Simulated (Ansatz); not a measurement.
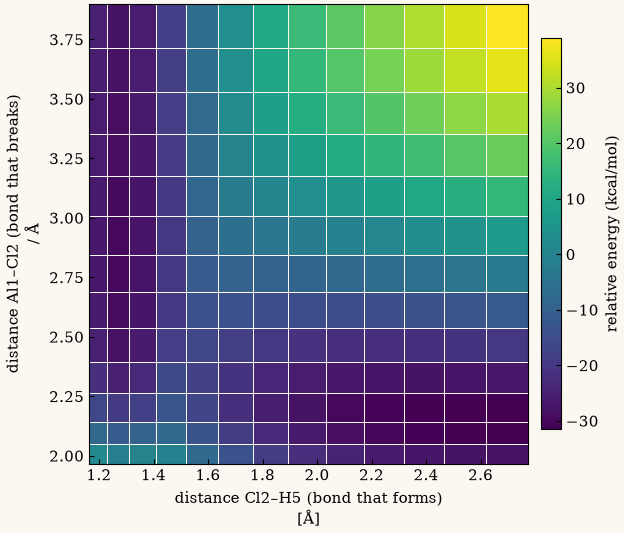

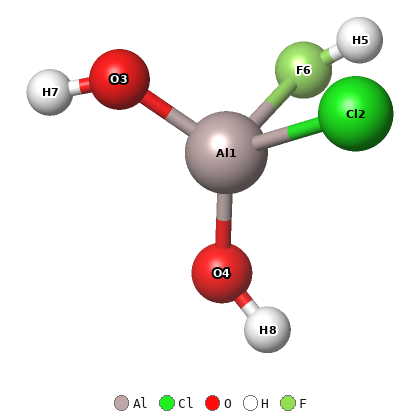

Energy landscape of the reacting system AlClFH3O2 (fragments AlClFH₃O₂ where the first distance is long, AlFH₂O₂ + ClH where the second is long). 
- The first coordinate is: distance Cl2–H5 (bond that forms); the second: distance Al1–Cl2 (bond that breaks).
- Relaxed at each point: all other coordinates.
- The grid has 13 × 13 points.
- Points are written as (first, second).
- Energies: kcal/mol, counted from a guessed transition structure relaxed with its forming and breaking bonds held.
- Energies and slopes of some neighbouring points disagree (a jump in structure or state, or too coarse a mesh). The reference is spin-restricted, so regions where a bond is pulled apart into radicals lie too high.
- Theory: RHF/def2-SVP (Ansatz).

The picture shows one coloured cell a grid point. The second picture is the structure at the lowest point.

Where are the lowest and the highest points?

The lowest grid point is at (2.542 Å, 2.199 Å), −31.5 kcal/mol from a guessed transition structure relaxed with its forming and breaking bonds held. Other grid points that lie below all their neighbours: (1.264 Å, 2.764 Å) (1.5 kcal/mol higher). The highest grid point, (2.697 Å, 3.807 Å), lies 70.4 kcal/mol above the lowest.

Grid values (kcal/mol):

```csv
"second ↓, first →",1.197,1.264,1.357,1.462,1.577,1.699,1.828,1.962,2.101,2.244,2.391,2.542,2.697
3.807,−25.1,−28.0,−25.9,−18.1,−6.7,3.6,10.7,16.3,21.3,26.0,30.5,34.9,38.9
3.621,−25.5,−28.4,−26.2,−18.5,−7.0,3.5,10.2,15.4,20.1,24.5,28.7,32.5,36.0
3.440,−25.9,−28.8,−26.6,−18.9,−7.4,2.0,7.7,12.1,16.1,19.9,23.5,26.8,29.9
3.263,−26.3,−29.2,−27.0,−19.3,−7.9,0.0,4.5,8.1,11.3,14.4,17.4,20.2,22.9
3.091,−26.6,−29.6,−27.4,−19.7,−8.6,−2.6,0.6,3.2,5.6,8.1,10.5,12.8,15.0
2.925,−26.9,−29.9,−27.8,−20.0,−9.8,−5.9,−4.0,−2.4,−0.8,1.0,2.8,4.7,6.5
2.764,−27.0,−30.0,−27.9,−20.2,−11.7,−9.9,−9.3,−8.7,−7.9,−6.7,−5.4,−4.1,−2.7
2.610,−26.5,−29.6,−27.6,−20.0,−14.1,−14.2,−14.9,−15.3,−15.1,−14.6,−13.8,−12.9,−11.8
2.463,−25.1,−28.2,−26.3,−18.8,−16.5,−18.3,−20.2,−21.4,−22.0,−22.0,−21.7,−21.1,−20.4
2.325,−22.0,−25.2,−23.4,−16.1,−17.9,−21.3,−24.1,−26.1,−27.3,−27.9,−28.0,−27.8,−27.4
2.199,−16.5,−19.7,−18.0,−13.2,−17.3,−21.8,−25.6,−28.2,−29.9,−30.9,−31.4,−31.5,−31.4
2.088,−7.9,−11.2,−9.6,−7.7,−13.5,−19.1,−23.5,−26.7,−28.9,−30.2,−31.0,−31.4,−31.5
2.007,1.7,−1.6,−0.1,−0.7,−7.7,−13.9,−18.9,−22.4,−24.9,−26.5,−27.5,−28.1,−28.3
```

The input of one point:

```yaml
crystal:
  periodic: [false, false, false]
  atoms:
    - { symbol: Al, position_ang: [0.188571, 0.201657, -0.169977] }
    - { symbol: Cl, position_ang: [2.056938, -0.93081, 0.079668] }
    - { symbol: O, position_ang: [-0.440063, 0.22946, -1.724777] }
    - { symbol: O, position_ang: [-0.148963, 1.426898, 0.927469] }
    - { symbol: H, position_ang: [-0.135578, -2.047629, 0.71791] }
    - { symbol: F, position_ang: [-0.76171, -1.417221, 0.603382] }
    - { symbol: H, position_ang: [-1.003702, 0.836267, -2.168629] }
    - { symbol: H, position_ang: [0.244509, 1.70138, 1.734955] }
basis:
  gaussian: { orbitals: def2-SVP }
hamiltonian:
  xc: hf
output:
  forces: true
relax:
  f_tol: 0.02
  max_steps: 50
  escape_saddle: false
  constraints: [{ distance: [1, 4] }, { distance: [0, 1] }]
scf:
  lower_state_search: "off"
```

Each point was launched as `ansatz run input.yaml --threads 1 --pin off --max-ram 2560MiB --backend cpu --events-out ev --progress --plain --runs-dir out`. The whole map (169 points run) took 38 min on 1 thread of Arm Neoverse V1 (shared host).
